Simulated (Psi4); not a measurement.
Two rigid molecules brought together: CH2O2 ··· CS2 (SMILES O=CO and S=C=S). Monomers: optimised at B3LYP-D3(BJ) (def2-TZVP), held rigid. Orientation: lowest of the rigid-body minima from ten starts at GFN2-xTB. R is the distance of the centres of mass, along which the second monomer moves.

Calculation: Psi4 with SAPT0/jun-cc-pVDZ, frozen core.

Components in kJ/mol:

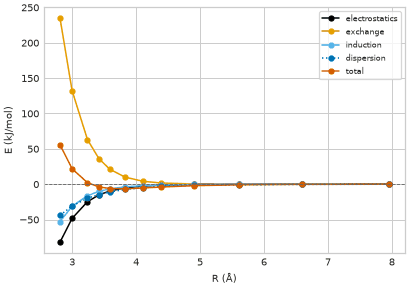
Figure. Components of the interaction energy.

```tsv
R / Å	electrostatics	exchange	induction	dispersion	total
2.81	-82.13	235.14	-52.99	-44.11	55.90
3.00	-48.36	132.20	-31.21	-30.80	21.83
3.24	-24.77	63.14	-16.30	-19.93	2.14
3.42	-15.13	36.03	-10.19	-14.59	-3.88
3.59	-9.62	21.13	-6.64	-10.98	-6.11
3.83	-5.21	9.91	-3.74	-7.46	-6.50
4.11	-2.64	4.08	-2.00	-4.85	-5.41
4.39	-1.38	1.67	-1.12	-3.22	-4.04
4.90	-0.42	0.32	-0.44	-1.61	-2.15
5.61	-0.05	0.03	-0.15	-0.69	-0.86
6.59	0.05	0.00	-0.05	-0.26	-0.25
7.95	0.05	0.00	-0.01	-0.08	-0.04
```
